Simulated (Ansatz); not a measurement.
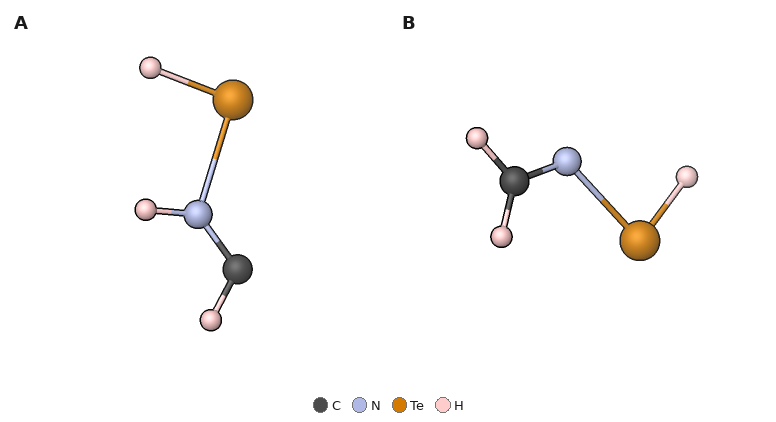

2 stationary structures of one formula. Geometries: PBE-D4/def2-SVP. Electronic energies: PBE-D4/def2-SVP (Ansatz 0.2.0), without zero-point energy. No frequency run is at hand to confirm each as a minimum.

> Which structure is the most stable?

B is lowest (Cs); A lies 159.4 kJ/mol above it.
